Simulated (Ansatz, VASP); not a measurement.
# Nb (Niobium): VASP beside Ansatz

Wanted: the spread between two codes on one cell, functional and k mesh. The cell comes out of the VASP series on this material, whose earlier steps may have relaxed, scaled or displaced it; both programs get it as it stands.

Main program and level: Ansatz 0.2.0; plane waves, with VASP 6.6.1 beside it; relaxation of cell and atoms at PBEsol with D3(BJ).

### Step 1. The structure

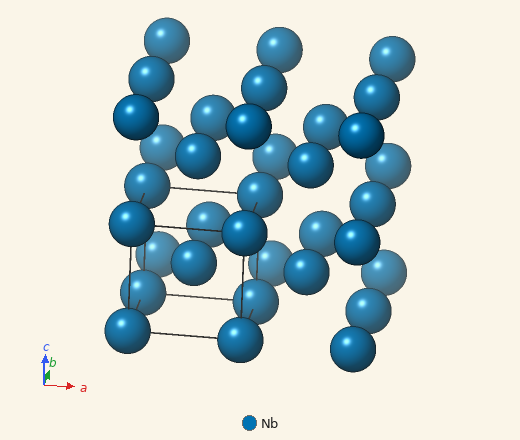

The cell as given, slightly off an axis (niobium blue). 2×2×2 cells are drawn. This picture shows the conventional cell, with its axes. Some periodic images of atoms are drawn too.

As a file:

```cif
data_structure
_symmetry_space_group_name_H-M 'P 1'
_symmetry_Int_Tables_number 1
_cell_length_a 2.7939
_cell_length_b 2.7939
_cell_length_c 2.7939
_cell_angle_alpha 109.471
_cell_angle_beta 109.471
_cell_angle_gamma 109.471
_cell_volume 16.79
loop_
_atom_site_label
_atom_site_type_symbol
_atom_site_fract_x
_atom_site_fract_y
_atom_site_fract_z
_atom_site_occupancy
Nb1 Nb 0.00000 0.00000 0.00000 1
```

### Step 2. Ansatz: relaxation of cell and atoms, PBEsol with D3(BJ)

Ansatz runs on its default PAW (the set named soft_2) files.

The relaxed volume is the usual yardstick between codes: its relative difference is about their pressure difference at one cell divided by the bulk modulus.

input.yaml

```yaml
crystal:
  lattice:
    - [-1.613068257, 1.613068257, 1.613068257]
    - [1.613068257, -1.613068257, 1.613068257]
    - [1.613068257, 1.613068257, -1.613068257]
  atoms:
    - { symbol: Nb, position: [0.0, 0.0, 0.0] }
hamiltonian:
  xc: pbesol
  pseudopotentials: { kind: paw }
  dispersion: d3bj
kpoints:
  mp_grid: { grid: [18, 18, 18] }
scf:
  occupations: { method: methfessel_paxton, width: 0.15 }
relax:
  f_tol: 0.01
  max_steps: 60
  cell: { stress_tol: 0.05 }
output:
  forces: true
  stress: true
  write_density: true
  write_potential: true
  elf: true
  volumetric_format: npy
```

Command:

```sh
$ ansatz run input.yaml --threads 4 --pin off --max-ram 9216MiB --backend cpu --events-out ev --progress --plain --runs-dir out
```

Numbers of over 12 decimals in the logs are rounded to 6 here.

Output:

```text
Engine: ansatz 0.2.0, aarch64-unknown-linux-gnu
Pseudopotentials: kind: paw
Pseudopotential: Nb, paw, valence charge 13, recommended cutoff 420 eV (normal), Nb.paw.azcp
Functional definition: PBEsol
  exchange = pbesol_x
  correlation = pbesol_c
Crystal: 1 atoms, lattice volume = 16.789 Å³
Basis set: ecut = 420 eV, 321 PW (Γ), exchange–correlation on 40×40×40 points (8 copies of the dense FFT grid, shifted against one another)
Bands: 11, of which v1, the nominal top of the filled ones, is band 7 counted from 1 (6 counted from 0)
Symmetry: 48 space group operations
Space group: Im-3m (ITA 229), of the structure as read, at distance tolerance 2.6e-5 Å
k-points: 195 of 5832
Non-local potential: Nb, projectors of the file, l = 0: 3, l = 1: 2, l = 2: 2, l = 3: 1
PAW form: soft (Blöchl's): semilocal exchange-correlation on the pseudo side does not see the compensation charge
PAW frozen core: Nb, regenerated for the run's functional, and the local potential with it (the file was generated under x = pbe(κ = 0.804, μ = 0.219515), c = pbe(β = 0.066725))
PAW one-centre angular grid: Nb, 590 points (default); XC on 64 Gauss nodes
Initial density: superposition of atomic densities (neutral atoms: chi_scale 0, normalization atom), corrected by the library's trained network
Initial wavefunctions: pseudopotential atomic-orbital guess
Functional: x = pbesol(κ = 0.804, μ = 0.123457), c = pbesol(β = 0.046)
SCF iter   1: F=—  HF=-4496.243808 eV  |F-HF|=—  |Δ(HF+E_count)|=         —  Δρ=6.47e-3  dr2=5.29e-3  ethr=1.77e-3  ⟨swp⟩=5.0  Hψ=12132  notcnv=0
preconditioner: auto → none  [metal: Δε(μ)=0.019 eV  Ē_g=8.161 eV  σ=0.150 eV  W_gap=0.11  n_scr=0 (ndim 8)  ℏωp=20.3 eV  f_vac=0.000  D(μ)=1.53/eV (n_scr^D=18)]
SCF iter   2: F=—  HF=-4496.241953 eV  |F-HF|=—  |Δ(HF+E_count)|=   1.85e-3  S|Δr|=    0.00e0  Δρ=2.19e-3  dr2=2.84e-4  ethr=4.07e-5  ⟨swp⟩=2.2  Hψ=4518  notcnv=0
SCF iter   3: F=—  HF=-4496.241907 eV  |F-HF|=—  |Δ(HF+E_count)|=   4.60e-5  S|Δr|=    0.00e0  Δρ=7.37e-4  dr2=3.00e-5  ethr=2.19e-6  ⟨swp⟩=1.0  Hψ=2099  notcnv=0
SCF iter   4: F=—  HF=-4496.241905 eV  |F-HF|=—  |Δ(HF+E_count)|=   2.70e-6  S|Δr|=    0.00e0  Δρ=3.51e-5  dr2=8.04e-8  ethr=7.69e-10  ⟨swp⟩=7.0  Hψ=11887  notcnv=0
SCF iter   5: F=-4496.241905 eV  HF=-4496.241905 eV  |F-HF|=3.64e-11  |Δ(HF+E_count)|=   2.67e-8  S|Δr|=    0.00e0  Δρ=2.91e-6  dr2=4.86e-10  ethr=6.18e-10  ⟨swp⟩=5.7  Hψ=10321  notcnv=0
SCF 1 converged in 5 iterations: F = -4496.241905 eV  dr2 = 4.86e-10
  greatest PAW one-centre occupation: 0.998 electrons in one spin orbital (limit 2), on the Nb atom at site 0 (counted from 0), in its partial waves of l = 0
relax step   1: F+E_penalty+E_count = -4496.24190455 eV  Δ(F+E_penalty+E_count) = +0.000e0 eV  max|allowed force component| = 0.000e0 eV/Å  Δτ_max = 0.0000 Å  P = +0.439 GPa  Ω = 16.789 Å³  (5 SCF iters, dr2 threshold 1.00e-7 eV, accepted)
[...]
relax step   2: F+E_penalty+E_count = -4496.24175903 eV  Δ(F+E_penalty+E_count) = +1.455e-4 eV  max|allowed force component| = 0.000e0 eV/Å  Δτ_max = 0.0000 Å  P = -0.807 GPa  Ω = 16.899 Å³  energy of the carried Pulay correction = -1.634e-5 eV  (3 SCF iters, dr2 threshold 1.00e-7 eV, rejected (line search))
[...]
relax step   3: F+E_penalty+E_count = -4496.24195163 eV  Δ(F+E_penalty+E_count) = -4.708e-5 eV  max|allowed force component| = 0.000e0 eV/Å  Δτ_max = 0.0000 Å  P = -0.002 GPa  Ω = 16.828 Å³  energy of the carried Pulay correction = -5.747e-6 eV  (5 SCF iters, accepted)
[...]
relax step   4: F+E_penalty+E_count = -4496.24195713 eV  Δ(F+E_penalty+E_count) = -5.496e-6 eV  max|allowed force component| = 0.000e0 eV/Å  Δτ_max = 0.0000 Å  P = -0.002 GPa  Ω = 16.828 Å³  stress off target by 2.30e-3 GPa  SCF on the basis re-selected at this cell (its energy is not comparable with the rows above)  (3 SCF iters)
basis re-selected at this cell: Δ(F+E_penalty+E_count) = -5.496e-6 eV, ΔP = +0.000 GPa vs the last step (what re-selecting the basis moved, of the pressure what is left beyond the Pulay correction that the steps carried, after the strain that the cell walked since its last selection, with what the two solves' SCF thresholds leave and, on support functions, any second-order correction that the steps lacked; it is no measure of the basis error at this ecutwfc). This SCF's stress stands 2.30e-3 GPa from its target on what of the cell is left free (relax.cell.stress_tol is 5.00e-2 GPa) and its largest allowed force component is 0.00e0 eV/Å (relax.f_tol is 1.00e-2 eV/Å): [rest of the remark cut]
SCF converged after 3 iterations
Stability not checked: this state was not tested for a lower state beside it, because cold or Methfessel-Paxton smearing, or corrected tetrahedra, fill the levels in a way that the test cannot read (fill_not_monotonic; see scf.lower_state_search)
Free energy (F): -4496.241957 eV
Harris-Foulkes:  -4496.241957 eV  (|F-HF|=9.09e-13)
Internal energy: -4496.241748 eV  (E = F + TS)
E sigma→0 (E₀):  -4496.241905 eV
Entropy (-TS):   -0.000210 eV (-0.210 meV/atom)
Fermi energy:    19.079650 eV
--- Per-component energies (eV) ---
  E_band       = -49.529857
  E_kinetic    = 397.890168
  E_local      = -654.760499  (includes V_loc(G=0)·N_el)
  E_nonlocal   = 122.090881
  E_hartree    = 204.211949
  E_xc         = -175.488063
  E_vxc        = -213.845772  (∫ρ·V_xc dr)
  E_paw        = -3018.051857  (= ΣΔE_a)
  E_vpaw       = -109.328559  (= ΣTr[D̂ρ^β])
  E_aug_tail   = 0.000006  (compensation charges beyond the density's cutoff)
  E_ewald      = -1371.517052
  E_disp       = -0.805990  (pairwise vdW)
  E_core_change = 0.188709  (= ΣΔE_core)
  E_smearing   = -0.000210  (= −TS)
  E_closure    = -0.000000  (closes the sum)
  Σ components = -4496.241957   (vs F -4496.241957, Δ=0.00e0)
--- Forces (eV/Å), atoms counted from 1 ---
  atom   1  Nb     0.00000000     0.00000000    -0.00000000
  max |Σ_I F_I| component: 2.98e-32 eV/Å
--- Stress (GPa, compression-positive) ---
       -0.002297      -0.000000       0.000000
        0.000000      -0.002297       0.000000
        0.000000      -0.000000      -0.002297
  P = ⅓ Tr σ = -0.0023 GPa (-0.023 kbar)
--- Band table (eV; the first three rows and the last of 195) ---
  k-point 0: bands = [... 3 lower, -10.2528, 13.0392, 19.4186, 19.4186, 19.4186, 22.5600, 22.5600, 33.3731]
  k-point 1: bands = [... 3 lower, -10.2534, 13.1783, 19.3303, 19.3985, 19.5528, 22.4173, 22.5590, 33.4932]
  k-point 2: bands = [... 3 lower, -10.2550, 13.5741, 19.0871, 19.3131, 19.9502, 22.1175, 22.5636, 33.7967]
  k-point 194: bands = [... 3 lower, -11.3963, 14.9285, 14.9285, 25.2014, 25.2014, 25.2014, 28.7231, 28.7231]
--- Relaxed structure (3 steps of the walk, 2 accepted, 1 SCFs on fresh bases) ---
  F+E_penalty+E_count = -4496.24195713 eV   max|allowed force component| = 0.000e0 eV/Å   (the final SCF, on the basis selected at the relaxed cell)
  cell:  # Å, volume = 16.8276 Å³
    - [-1.614311, 1.614311, 1.614311]
    - [1.614311, -1.614311, 1.614311]
    - [1.614311, 1.614311, -1.614311]
  atoms:
    - { symbol: Nb, position: [0.0, 0.0, 0.0] }
```

It took 2.9 s on 4 threads of Arm Neoverse V1, shared host; peak memory 0.24 GiB.

### Step 3. VASP: relaxation of cell and atoms, PBEsol with D3(BJ)

The same cell, functional, mesh and smearing now go to VASP, with its own data sets and cutoff.

Lines of VASP's logs that name or quote its potential files are left out, and so is its time.

INCAR

```
SYSTEM = Nb
PREC = Accurate
ENCUT = 450
EDIFF = 1E-06
NELM = 100
ISMEAR = 1
SIGMA = 0.15
LREAL = .FALSE.
ALGO = Normal
GGA = PS
IVDW = 12
NBANDS = 12
LORBIT = 11
LWAVE = .FALSE.
LCHARG = .FALSE.
KPAR = 4
IBRION = 2
NSW = 50
ISIF = 3
EDIFFG = -0.006
```

POSCAR

```
Nb
1.0
   -1.6130682570      1.6130682570      1.6130682570
    1.6130682570     -1.6130682570      1.6130682570
    1.6130682570      1.6130682570     -1.6130682570
Nb
1
Direct
    0.0000000000      0.0000000000      0.0000000000
```

KPOINTS

```
Automatic mesh
0
Gamma
18 18 18
0 0 0
```

PAW data sets: Nb_sv (PBE family, release 64).

Command:

```sh
$ mpirun -np 4 vasp_std
```

Output:

```text
[banner, memory and clock lines left out]
running    4 mpi-ranks, on    1 nodes
 distrk:  each k-point on    1 cores,    4 groups
 distr:  one band on    1 cores,    1 groups

 POSCAR found type information on POSCAR Nb
 POSCAR found :  1 types and       1 ions
|                                                                             |
|               ----> ADVICE to this user running VASP <----                  |
|                                                                             |
|     You enforced a specific xc type in the INCAR file but a different       |
|     [... a line on the potential file left out ...]
|     I HOPE YOU KNOW WHAT YOU ARE DOING!                                     |
|                                                                             |

 LDA part: xc-table for (Slater+PW92), standard interpolation
 POSCAR, INCAR and KPOINTS ok, starting setup
 FFT: planning ... GRIDC
 FFT: planning ... GRID_SOFT
 FFT: planning ... GRID
 WAVECAR not read
 entering main loop
       N       E                     dE             d eps       ncg     rms          rms(c)
DAV:   1     0.105938211546E+03    0.10594E+03   -0.67717E+03  4696   0.979E+02
DAV:   2    -0.739399071478E+01   -0.11333E+03   -0.10922E+03  5168   0.364E+02
DAV:   3    -0.111517326237E+02   -0.37577E+01   -0.36113E+01  6672   0.585E+01
DAV:   4    -0.113539842688E+02   -0.20225E+00   -0.20082E+00  6364   0.125E+01
DAV:   5    -0.113614258939E+02   -0.74416E-02   -0.74389E-02  6752   0.198E+00    0.833E+00
DAV:   6    -0.109743416901E+02    0.38708E+00   -0.57588E-01  7532   0.943E+00    0.300E+00
DAV:   7    -0.109274327786E+02    0.46909E-01   -0.18042E-01  7748   0.519E+00    0.931E-01
DAV:   8    -0.109320932684E+02   -0.46605E-02   -0.12408E-02  5532   0.144E+00    0.394E-02
DAV:   9    -0.109321363991E+02   -0.43131E-04   -0.84289E-04  7188   0.259E-01    0.380E-02
DAV:  10    -0.109321496124E+02   -0.13213E-04   -0.24915E-05  5644   0.564E-02    0.171E-02
DAV:  11    -0.109321437370E+02    0.58754E-05   -0.58744E-06  6336   0.385E-02    0.246E-03
DAV:  12    -0.109321436010E+02    0.13596E-06   -0.16083E-07  3316   0.583E-03
   1 F= -.11739760E+02 E0= -.11739694E+02  d E =-.117398E+02
 curvature:   0.00 expect dE= 0.000E+00 dE for cont linesearch  0.000E+00
 trial: gam= 0.00000 g(F)=  0.190E-62 g(S)=  0.470E-04 ort = 0.000E+00 (trialstep = 0.100E+01)
 search vector abs. value=  0.470E-04
 bond charge predicted
       N       E                     dE             d eps       ncg     rms          rms(c)
DAV:   1    -0.109309465350E+02    0.11972E-02   -0.26540E-02  6316   0.228E+00    0.263E-01
DAV:   2    -0.109300530065E+02    0.89353E-03   -0.19807E-03  6660   0.577E-01    0.745E-02
DAV:   3    -0.109299490102E+02    0.10400E-03   -0.73228E-04  8340   0.270E-01    0.470E-02
DAV:   4    -0.109299730289E+02   -0.24019E-04   -0.17400E-05  6180   0.424E-02    0.232E-02
DAV:   5    -0.109299947554E+02   -0.21726E-04   -0.51396E-05  7716   0.487E-02    0.102E-02
DAV:   6    -0.109299953128E+02   -0.55744E-06   -0.14554E-06  4460   0.150E-02
   2 F= -.11739735E+02 E0= -.11739670E+02  d E =0.241759E-04
 trial-energy change:    0.000024  1 .order    0.000025   -0.000047    0.000096
 step:   0.3282(harm=  0.3282)  dis= 0.00000  next Energy=   -11.739767 (dE=-0.771E-05)
 bond charge predicted
       N       E                     dE             d eps       ncg     rms          rms(c)
DAV:   1    -0.109318798951E+02   -0.18851E-02   -0.11914E-02  6252   0.153E+00    0.175E-01
DAV:   2    -0.109314882952E+02    0.39160E-03   -0.89797E-04  6604   0.389E-01    0.498E-02
DAV:   3    -0.109314410628E+02    0.47232E-04   -0.33397E-04  8368   0.182E-01    0.317E-02
DAV:   4    -0.109314479967E+02   -0.69340E-05   -0.76084E-06  6104   0.284E-02    0.159E-02
DAV:   5    -0.109314552732E+02   -0.72764E-05   -0.23336E-05  7716   0.329E-02    0.682E-03
DAV:   6    -0.109314545205E+02    0.75266E-06   -0.63169E-07  3588   0.102E-02
   3 F= -.11739767E+02 E0= -.11739702E+02  d E =-.720289E-05
 curvature:  -0.16 expect dE=-0.165E-08 dE for cont linesearch -0.165E-08
 trial: gam= 0.00000 g(F)=  0.340E-62 g(S)=  0.101E-07 ort =-0.688E-06 (trialstep = 0.866E+00)
 search vector abs. value=  0.102E-07
 reached required accuracy - stopping structural energy minimisation
```

OUTCAR, selected parts (step 3):

```text
ion  position               nearest neighbor table
   1  0.000  0.000  0.000-

  LATTYP: Found a body centered cubic cell.
 ALAT       =     3.2261365140

 Subroutine GETGRP returns: Found 48 space group operations
 (whereof 48 operations were pure point group operations)

The static configuration has the point symmetry O_h .

 Found    195 irreducible k-points:

   k-points           NKPTS =    195   k-points in BZ     NKDIM =    195   number of bands    NBANDS=     12

   dimension x,y,z NGX =    20 NGY =   20 NGZ =   20
   dimension x,y,z NGXF=    40 NGYF=   40 NGZF=   40

   ENCUT  =  450.0 eV  33.07 Ry    5.75 a.u.   4.83  4.83  4.83*2*pi/ulx,y,z

   NELECT =      13.0000    total number of electrons

 k-points in reciprocal lattice and weights: Automatic mesh
   0.00000000  0.00000000  0.00000000       0.000
   0.05555556  0.00000000  0.00000000       0.002
   0.11111111  0.00000000  0.00000000       0.002
   0.16666667  0.00000000  0.00000000       0.002
   0.22222222  0.00000000  0.00000000       0.002
   0.27777778  0.00000000  0.00000000       0.002
   0.33333333  0.00000000  0.00000000       0.002
   0.38888889  0.00000000  0.00000000       0.002
   0.44444444  0.00000000  0.00000000       0.002
[...]
0.50000000  0.50000000  0.44444444       0.002
   0.50000000  0.50000000  0.50000000       0.000

 Edisp (eV)   -0.80974

 average (electrostatic) potential at core
       1 -75.3966

 E-fermi :  12.0648

 k-point     1 :       0.0000    0.0000    0.0000
  band No.  band energies     occupation
      1     -42.1229      2.00000
      2     -17.2668      2.00000
      3     -17.2668      2.00000
      4     -17.2668      2.00000
      5       5.9842      2.00000
      6      12.4083     -0.00561
      7      12.4083     -0.00561
      8      12.4083     -0.00561
      9      15.5585      0.00000
     10      15.5585      0.00000
    ...

 k-point     2 :       0.0556    0.0000    0.0000
  band No.  band energies     occupation
      1     -42.1133      2.00000
      2     -17.3230      2.00000
      3     -17.2835      2.00000
      4     -17.2674      2.00000
      5       6.1241      2.00000
      6      12.3195     -0.03725
      7      12.3878     -0.00944
      8      12.5430     -0.00006
      9      15.4150      0.00000
     10      15.5574      0.00000
    ...

 k-point     3 :       0.1111    0.0000    0.0000
  band No.  band energies     occupation
    ...
      2     -17.4829      2.00000
      3     -17.3315      2.00000
      4     -17.2690      2.00000
      5       6.5228      2.00000
      6      12.0747      0.88819
      7      12.3018     -0.04794
      8      12.9418     -0.00000
      9      15.1138      0.00000
     10      15.5623      0.00000
     11      26.8951      0.00000
    ...

 Edisp (eV)   -0.80831

  Total       0.00026     0.00026     0.00026     0.00000     0.00000     0.00000
  in kB       0.02519     0.02519     0.02519     0.00000     0.00000     0.00000
  external pressure =        0.03 kB  Pullay stress =        0.00 kB

  energy-cutoff  :      450.00
  volume of cell :       16.77
      direct lattice vectors                 reciprocal lattice vectors
    -1.612608230  1.612608230  1.612608230     0.000000000  0.310056709  0.310056709
     1.612608230 -1.612608230  1.612608230     0.310056709  0.000000000  0.310056709
     1.612608230  1.612608230 -1.612608230     0.310056709  0.310056709  0.000000000

 POSITION                                       TOTAL-FORCE (eV/Angst)
 -----------------------------------------------------------------------------------
      0.00000      0.00000      0.00000        -0.000000      0.000000     -0.000000
 -----------------------------------------------------------------------------------
    total drift:                                0.000000      0.000000      0.000000

  FREE ENERGIE OF THE ION-ELECTRON SYSTEM (eV)
  ---------------------------------------------------
  free  energy   TOTEN  =       -11.7397668534 eV

  energy  without entropy=      -11.7395711978  energy(sigma->0) =      -11.73970163

 reached required accuracy - stopping structural energy minimisation

 total charge
# of ion       s       p       d       tot
------------------------------------------
    1        2.234   6.003   2.606  10.843

[... 3 further parts left out ...]
```

CONTCAR:

```
Nb
   1.00000000000000
    -1.6126082299760280    1.6126082299760280    1.6126082299760280
     1.6126082299760280   -1.6126082299760280    1.6126082299760280
     1.6126082299760280    1.6126082299760280   -1.6126082299760280
  Nb
     1
Direct
     0.0000000000000000    0.0000000000000000    0.0000000000000000
```

### Step 4. Comparison

Known differences besides the PAW data sets themselves: both relaxations stop at a tolerance, which leaves soft axes loose, and VASP keeps its plane-wave basis; the cutoff is 420 eV in Ansatz and 450 eV in VASP; Ansatz makes its cores anew for this functional, VASP keeps those of its PBE data sets; VASP leaves aspherical gradient terms in its spheres out (LASPH is not set), Ansatz keeps them; Ansatz adds a Pulay correction to the stress that steers its cell, VASP none. Total energies have different zeros and are not compared.

The two programs side by side:

```
                                         quantity  Ansatz   VASP  difference
                                      volume (Å³)   16.83  16.77     +0.32 %
edge a after relaxation, in the typed setting (Å)   2.796  2.793     +0.11 %
```

The walks stopped with 0.00 GPa left in Ansatz and 0.00 GPa in VASP; each walk ends within a tolerance, so the volume difference is uncertain by about these residues over the bulk modulus, most in soft cells.

### Step 5. Summary of results

| Item | Value |
| --- | --- |
| difference in volume (relaxation of cell and atoms, PBEsol with D3(BJ)) | 0.32 % |

What this shows: The difference in volume is 0.32 % (relaxation of cell and atoms, PBEsol with D3(BJ)), within the 1.2 % picked in this series as the mark of a large difference, as far as the stopping tolerances let one tell. How closely two codes agree says nothing of how well the functional describes the real material.

[Lines on the potential files, build, host, timing and source positions are cut from VASP's logs without a mark.]

[Logs are printed without paths, hosts, clocks, repeated set-up lines and the standing remarks that a program may print on its own settings, such as how far it seeks lower states.]

[Hosts, paths, dates, database ids (printed as entryN), source tags and the programs' standing remarks are cut or masked in the printed files.]
